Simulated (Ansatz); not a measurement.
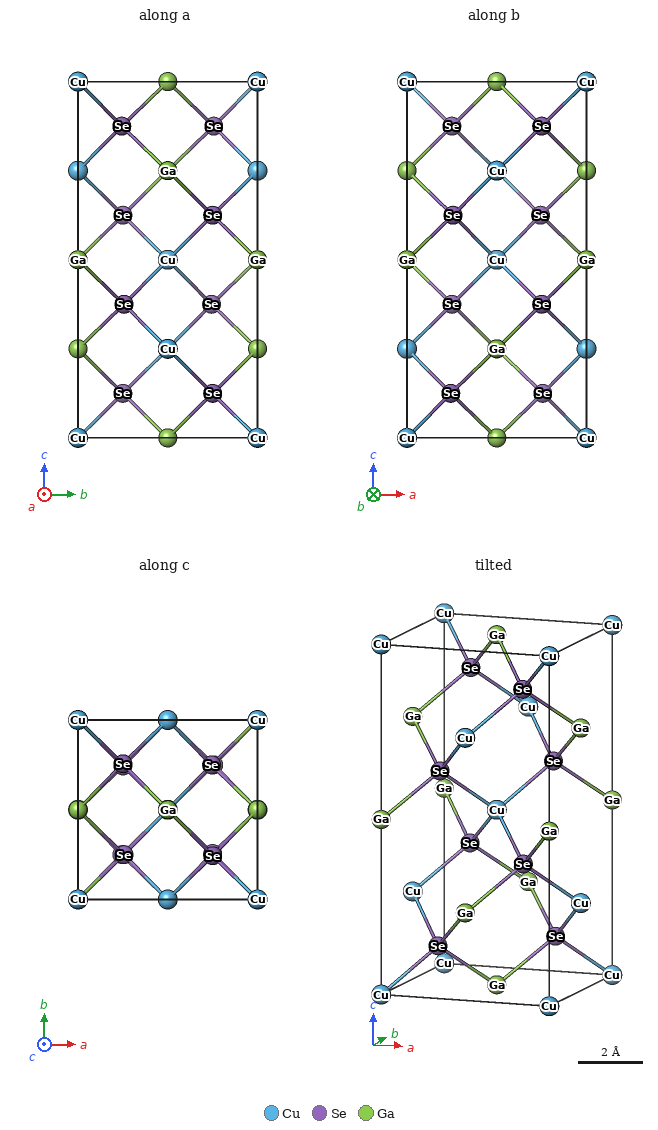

The figure gives a ball-and-stick picture of the atoms, viewed along the a axis, along the b axis, along the c axis and slightly off an axis. One conventional unit cell is framed, with atoms on its boundary repeated.

Lattice parameters: a = 5.6725 Å, b = 5.6725 Å, c = 11.2604 Å, α = 90.000°, β = 90.000°, γ = 90.000°.

Write the structure as a CIF in P1 with every atom of the cell, with free fractional coordinates to two decimals.

```cif
data_structure
_symmetry_space_group_name_H-M 'P 1'
_symmetry_Int_Tables_number 1
_cell_length_a 5.6725
_cell_length_b 5.6725
_cell_length_c 11.2604
_cell_angle_alpha 90.000
_cell_angle_beta 90.000
_cell_angle_gamma 90.000
_cell_volume 362.33
loop_
_atom_site_label
_atom_site_type_symbol
_atom_site_fract_x
_atom_site_fract_y
_atom_site_fract_z
_atom_site_occupancy
Cu1 Cu 0.00 0.00 0.00 1
Se1 Se 0.24 0.25 0.1250 1
Cu2 Cu 0.00 0.50 0.25 1
Se2 Se 0.25 0.74 0.3750 1
Ga1 Ga 0.50 0.50 0.00 1
Se3 Se 0.76 0.75 0.1250 1
Ga2 Ga 0.50 0.00 0.25 1
Se4 Se 0.75 0.26 0.3750 1
Cu3 Cu 0.50 0.50 0.50 1
Se5 Se 0.74 0.75 0.6250 1
Cu4 Cu 0.50 0.00 0.75 1
Se6 Se 0.75 0.24 0.8750 1
Ga3 Ga 0.00 0.00 0.50 1
Se7 Se 0.26 0.25 0.6250 1
Ga4 Ga 0.00 0.50 0.75 1
Se8 Se 0.25 0.76 0.8750 1
```

Origin of the cell: a structure type filled with these elements by a generator (whether the compound takes this form wasn't checked). This is the structure after a relaxation with Ansatz, DFT, PBE, plane waves, PAW.
